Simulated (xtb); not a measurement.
## Property calculation, with input and output: C$_{2}$H$_{5}$AlO$_{2}$S

C$_{2}$H$_{5}$AlO$_{2}$S, computed with GFN1-xTB (xtb 6.7.1 later snapshot).

The geometry was optimised with GFN2-xTB.

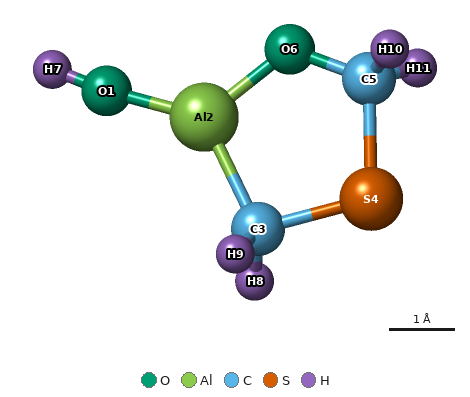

The input geometry (ball-and-stick view, seen at a tilt; atoms are numbered from 1 in the order of the input). Sticks mark near contacts.

**Results in brief**

| quantity | value |
| --- | --- |
| outcome | converged |
| electrons treated | 34 |
| total energy | −21.396142 hartree |
| dispersion energy | −0.003982 hartree |
| basis functions | 46 |
| HOMO | −10.44 eV |
| LUMO | −6.66 eV |
| dipole moment | 1.93 D |
| hardware | 1 thread of Arm Neoverse V1, 24 GiB of memory available, shared host |
| wall time | 2 s |
| peak memory | 0.073 GiB |

**The input (struc.tmol)**
```
$coord
      0.158925967081     -5.098178728060      0.056351633036  o
      0.072093051654     -2.025276179545      0.036358330638  al
      0.826396131560      0.568580796377     -2.629138162669  c
     -0.005574692068      3.502890830913     -1.034492772404  s
     -0.774334176827      2.400386815283      2.261265177988  c
     -0.751128340016     -0.163706974176      2.501884005437  o
      0.145225452677     -6.873463038579      0.252788663691  h
     -0.336975962543      0.428382015191     -4.327000393862  h
      2.799572561849      0.688994145039     -3.220849206812  h
      0.637593594449      3.285345559446      3.484409309414  h
     -2.648186602006      3.178708314233      2.656954931224  h
$end
```

Run as:
```bash
xtb struc.tmol --esp --gfn 1 | tee xtb.out
```

**Log**
```
* xtb version 6.7.1
   ID    Z sym.   atoms
    1    8 o      1, 6
    2   13 al     2
    3    6 c      3, 5
    4   16 s      4
    5    1 h      7-11

           -------------------------------------------------
          |                Calculation Setup                |
           -------------------------------------------------

          program call               : xtb struc.tmol --esp --gfn 1
          coordinate file            : struc.tmol
          omp threads                :                     1

           -------------------------------------------------
          |                 G F N 1 - x T B                 |
           -------------------------------------------------

      * Hamiltonian:
        H0-scaling (s, p, d)           1.850000    2.250000    2.000000
        zeta-weighting                 0.000000
      * Dispersion:
        s8                             2.400000
        a1                             0.630000
        a2                             5.000000
        s9                             0.000000
      * Repulsion:
        kExp                           1.500000
        rExp                           1.000000
      * Coulomb:
        alpha                          2.000000
        third order                    atomic
        anisotropic                    false
      * Halogen bond correction:
        rad-scale                      1.300000
        damping                        0.440000

          ...................................................
          :                      SETUP                      :
          :.................................................:
          :  # basis functions                  46          :
          :  # atomic orbitals                  44          :
          :  # shells                           24          :
          :  # electrons                        34          :
          :  # halogen bonds                     0          :
          :  max. iterations                   250          :
          :  Hamiltonian                  GFN1-xTB          :
          :  restarted?                      false          :
          :  GBSA solvation                  false          :
          :  PC potential                    false          :
          :  electronic temp.          300.0000000     K    :
          :  accuracy                    1.0000000          :
          :  -> integral cutoff          0.2500000E+02      :
          :  -> integral neglect         0.1000000E-07      :
          :  -> SCF convergence          0.1000000E-05 Eh   :
          :  -> wf. convergence          0.2000000E-04 e    :
          :  Broyden damping             0.4000000          :
          :  net charge                          0          :
          :  unpaired electrons                  0          :
          ...................................................

 iter      E             dE          RMSdq      gap      omega  full diag
   1    -21.5024183 -0.215024E+02  0.709E+00    3.86       0.0  T
   2    -21.5348781 -0.324598E-01  0.437E+00    3.76       1.0  T
   3    -21.5343597  0.518419E-03  0.774E-01    3.87       1.0  T
   4    -21.5357679 -0.140825E-02  0.195E-01    3.77       1.0  T
   5    -21.5359525 -0.184600E-03  0.330E-02    3.77       1.0  T
   6    -21.5359579 -0.541338E-05  0.998E-03    3.79       3.0  T
   7    -21.5359588 -0.840626E-06  0.196E-03    3.78      15.4  T
   8    -21.5359588 -0.167721E-07  0.438E-04    3.78      68.9  T
   9    -21.5359588 -0.165166E-08  0.363E-05    3.78     830.1  T
  10    -21.5359588 -0.535394E-11  0.189E-05    3.78    1597.2  T

   *** convergence criteria satisfied after 10 iterations ***

         #    Occupation            Energy/Eh            Energy/eV
      -------------------------------------------------------------
         1        2.0000           -0.8536701             -23.2295
       ...           ...                  ...                  ...
        11        2.0000           -0.5138663             -13.9830
        12        2.0000           -0.5100632             -13.8795
        13        2.0000           -0.4875158             -13.2660
        14        2.0000           -0.4539123             -12.3516
        15        2.0000           -0.4427748             -12.0485
        16        2.0000           -0.4357594             -11.8576
        17        2.0000           -0.3838302             -10.4446 (HOMO)
        18                         -0.2447994              -6.6613 (LUMO)
        19                         -0.1799138              -4.8957
        20                         -0.1563578              -4.2547
        21                         -0.1112060              -3.0261
        22                         -0.1063360              -2.8936
       ...                                ...                  ...
        44                          1.1753622              31.9832
      -------------------------------------------------------------
                  HL-Gap            0.1390309 Eh            3.7832 eV
             Fermi-level           -0.3143148 Eh           -8.5529 eV

 SCC (total)                   0 d,  0 h,  0 min,  0.010 sec
 SCC setup                      ...        0 min,  0.000 sec (  0.782%)
 Dispersion                     ...        0 min,  0.000 sec (  0.360%)
 classical contributions        ...        0 min,  0.000 sec (  0.090%)
 integral evaluation            ...        0 min,  0.002 sec ( 22.662%)
 iterations                     ...        0 min,  0.004 sec ( 34.870%)
 molecular gradient             ...        0 min,  0.004 sec ( 39.504%)
 printout                       ...        0 min,  0.000 sec (  1.601%)

         :::::::::::::::::::::::::::::::::::::::::::::::::::::
         ::                     SUMMARY                     ::
         :::::::::::::::::::::::::::::::::::::::::::::::::::::
         :: total energy             -21.396141766261 Eh    ::
         :: gradient norm              0.048466709648 Eh/a0 ::
         :: HOMO-LUMO gap              3.783222365625 eV    ::
         ::.................................................::
         :: SCC energy               -21.535958774642 Eh    ::
         :: -> electrostatic           0.094316084338 Eh    ::
         :: repulsion energy           0.143798810630 Eh    ::
         :: dispersion energy         -0.003981802249 Eh    ::
         :: halogen bond corr.         0.000000000000 Eh    ::
         :: add. restraining           0.000000000000 Eh    ::
         :: total charge              -0.000000000000 e     ::
         :::::::::::::::::::::::::::::::::::::::::::::::::::::

           -------------------------------------------------
          |                Property Printout                |
           -------------------------------------------------

    * Orbital Energies and Occupations

         #    Occupation            Energy/Eh            Energy/eV
      -------------------------------------------------------------
         1        2.0000           -0.8536701             -23.2295
       ...           ...                  ...                  ...
         5        2.0000           -0.6164027             -16.7732
         6        2.0000           -0.5993848             -16.3101
         7        2.0000           -0.5740716             -15.6213
         8        2.0000           -0.5614623             -15.2782
         9        2.0000           -0.5591519             -15.2153
        10        2.0000           -0.5244625             -14.2714
        11        2.0000           -0.5138663             -13.9830
        12        2.0000           -0.5100632             -13.8795
        13        2.0000           -0.4875158             -13.2660
        14        2.0000           -0.4539123             -12.3516
        15        2.0000           -0.4427748             -12.0485
        16        2.0000           -0.4357594             -11.8576
        17        2.0000           -0.3838302             -10.4446 (HOMO)
        18                         -0.2447994              -6.6613 (LUMO)
        19                         -0.1799138              -4.8957
        20                         -0.1563578              -4.2547
        21                         -0.1112060              -3.0261
        22                         -0.1063360              -2.8936
        23                         -0.0943582              -2.5676
        24                         -0.0873402              -2.3766
        25                         -0.0765121              -2.0820
        26                         -0.0252093              -0.6860
        27                         -0.0178867              -0.4867
        28                         -0.0069422              -0.1889
       ...                                ...                  ...
        44                          1.1753622              31.9832
      -------------------------------------------------------------
                  HL-Gap            0.1390309 Eh            3.7832 eV
             Fermi-level           -0.3143148 Eh           -8.5529 eV

  Mulliken/CM5 charges         n(s)   n(p)   n(d)
     1     -0.60744 -0.79557   1.618  4.989  0.000
     2      0.59739  0.57036   0.957  1.020  0.425
     3     -0.06419 -0.12096   1.047  3.017  0.000
     4     -0.15764 -0.19221   1.920  4.239 -0.002
     5      0.25991  0.20492   0.985  2.755  0.000
     6     -0.49983 -0.56335   1.640  4.860  0.000
     7      0.36267  0.54263   0.637  0.000  0.000
     8      0.03879  0.09687   0.961  0.000  0.000
     9      0.03716  0.09500   0.963  0.000  0.000
    10      0.01558  0.08015   0.984  0.000  0.000
    11      0.01760  0.08215   0.982  0.000  0.000

Wiberg/Mayer (AO) data.
largest (>0.10) Wiberg bond orders for each atom

 ---------------------------------------------------------------------------
     #   Z sym  total        # sym  WBO       # sym  WBO       # sym  WBO
 ---------------------------------------------------------------------------
     1   8      2.118 --     2      1.218     7      0.834
     2  13      3.426 --     1      1.218     6      1.002     3      0.927
                             4      0.127
     3   6      3.955 --     4      1.006     9      0.948     8      0.947
                             2      0.927
     4  16      2.123 --     3      1.006     5      0.877     2      0.127
     5   6      3.926 --     6      1.022    10      0.976    11      0.974
                             4      0.877
     6   8      2.193 --     5      1.022     2      1.002
     7   1      0.866 --     1      0.834
     8   1      1.012 --     3      0.947
     9   1      1.014 --     3      0.948
    10   1      1.025 --     5      0.976
    11   1      1.025 --     5      0.974
 ---------------------------------------------------------------------------

Topologies differ in total number of bonds
Writing topology from bond orders to xtbtopo.mol

 dipole moment from electron density (au)
     X       Y       Z
   0.1793  -0.6461  -0.3539  total (Debye):    1.927

 ESP plotting routine
 writing <xtb_esp.dat> and <xtb_esp_profile.dat>
 generated          331  surface points
 computing CAO density maxtrix ...
 computing primitive pair data ...
 number of prim pairs       17833
         331  points read.
 computing ESP ...
maximum/minimum/av ESP value :    0.078895   -0.050831    0.026769

           -------------------------------------------------
          | TOTAL ENERGY              -21.396141766261 Eh   |
          | GRADIENT NORM               0.048466709648 Eh/α |
          | HOMO-LUMO GAP               3.783222365625 eV   |
           -------------------------------------------------

------------------------------------------------------------------------
------------------------------------------------------------------------
 total:
 *  cpu-time:     0 d,  0 h,  0 min,  1.958 sec
 * ratio c/w:     1.000 speedup
 SCF:
 *  cpu-time:     0 d,  0 h,  0 min,  0.010 sec
 * ratio c/w:     1.000 speedup
```

**Standard error**
```
normal termination of xtb
```
